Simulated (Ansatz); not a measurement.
H3O···PH3 (charge +1)

Input

```
crystal:
  periodic: [false, false, false]
  atoms:
    - {symbol: O, position_ang: [-0.284691, -0.183364, -1.354299]}
    - {symbol: H, position_ang: [-0.121854, -0.077081, -0.347552]}
    - {symbol: H, position_ang: [0.419646, -0.687820, -1.801376]}
    - {symbol: H, position_ang: [-0.461463, 0.664523, -1.801843]}
    - {symbol: P, position_ang: [0.167702, 0.107125, 1.884183]}
    - {symbol: H, position_ang: [-0.955010, 0.663609, 1.203934]}
    - {symbol: H, position_ang: [0.099181, -1.150980, 1.217075]}
    - {symbol: H, position_ang: [1.136489, 0.663988, 0.999878]}
basis:
  gaussian: {orbitals: "def2-TZVPPD.json"}
total_charge: 1
hamiltonian: {xc: pbe0, dispersion: d4}
output: {orbitals: {seedname: orbitals}}
```

Run with:

```sh
ansatz run in.yaml --threads 2 --pin off --events-out ev --progress --plain --max-ram 5222MiB
```

Geometry: PBE0-D4/def2-TZVP.

Theory: Ansatz 0.2.0, RKS PBE0-D4/def2-TZVPPD.

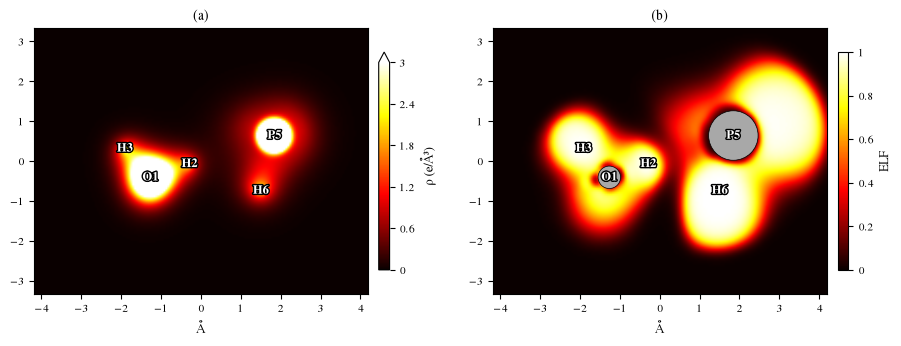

Figure 1. (a) electron density; (b) ELF on the plane of atoms H2, O1 and H3. Grey discs cover the atomic cores in the ELF map.

What does the map show?

Atoms in the plane: O, H and P. P5···H2 (2.26 Å): the density falls to about 0.2 e/Å³ on the way; the ELF climbs to about 0.90 towards the hydrogen, as it does in any bond to H. O–H (0.97 Å): ρ at the midpoint is about 3.9 e/Å³; the ELF climbs to about 1 towards the hydrogen; a covalent bond by its length. P–H (1.43 Å): ρ at the midpoint is about 1.1 e/Å³; the ELF climbs to about 1 towards the hydrogen. The ELF also peaks beside P5, away from the bonds: lone-pair regions.

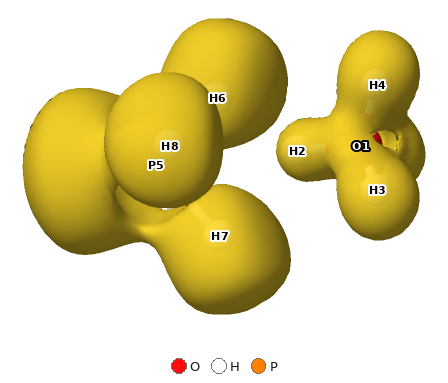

Figure 2. Isosurface of the electron localisation function at 0.75 (yellow), seen at a tilt. Only the valence region is drawn (cores and ρ < 0.01 e/Å³ removed).

What do the ELF domains correspond to?

At this value the surface marks out one joined region spread over several atoms (H, O), in which their bonds and any lone pairs are merged and one joined region spread over several atoms (H, P), in which their bonds and any lone pairs are merged.

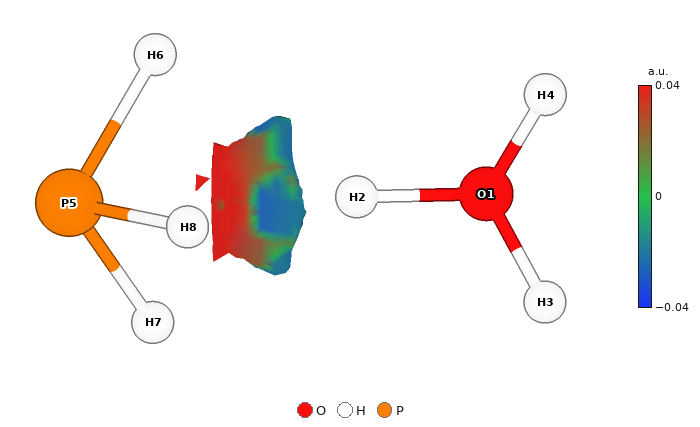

Figure 3. Non-covalent interaction (NCI) plot: the surface where the reduced density gradient is 0.5, for densities under 0.05 a.u., coloured by sign(λ₂)ρ; seen across its widest extent.

Identify the weak interactions.

H2···P5 (2.3 Å): a weak contact, attractive (blue-green) on one side and crowded (olive to red) on the other.

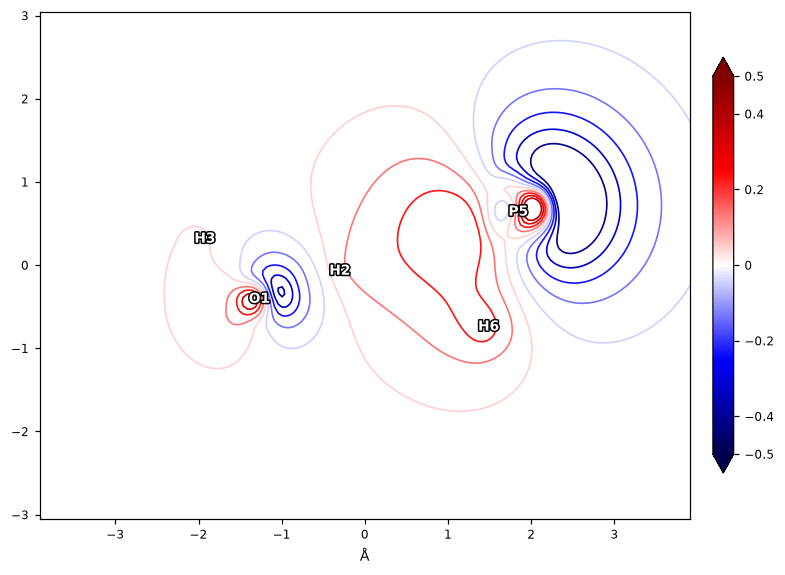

Figure 4. One frontier orbital on the plane of atoms H2, O1 and H3 (values in Å⁻³ᐟ²; the overall sign is arbitrary).

Which orbital is it: HOMO or LUMO?

The HOMO, at −13.04 eV. It lies mainly on P5 (about 75 %); largely a lone pair of P5.
